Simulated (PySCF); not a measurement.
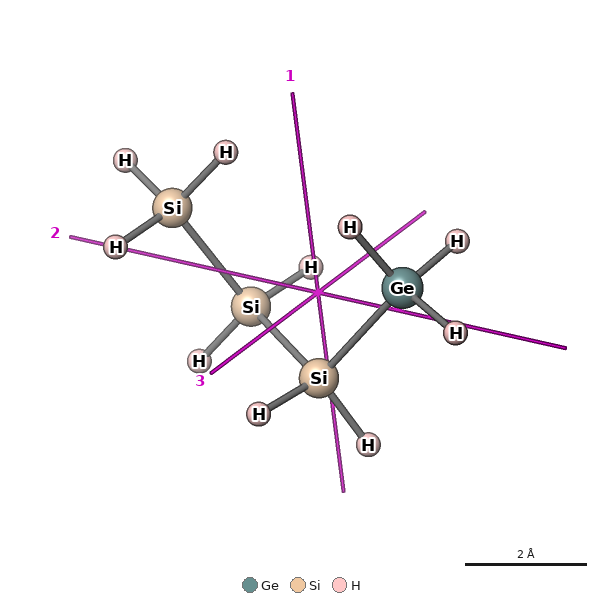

The three principal axes of inertia are drawn and numbered. Depth is shown by fading: the farther an atom, the more it takes the colour of the background. Computed geometry: PBE0-D3(BJ)/def2-SVP optimisation. No frequency run is at hand to confirm it as a minimum. Masses are those of the most abundant isotopes; constants are for the rigid equilibrium geometry.

Which line is the a axis (least moment of inertia), which b and which c?

a is line 2, b is line 1, c is line 3; the moments are 179, 601, 717 u Å².

What kind of rotor is it, and what are its rotational constants in MHz?

An asymmetric top (C1): A = 2819, B = 841, C = 705 MHz. Ray's parameter κ is −0.87, close to the prolate limit.
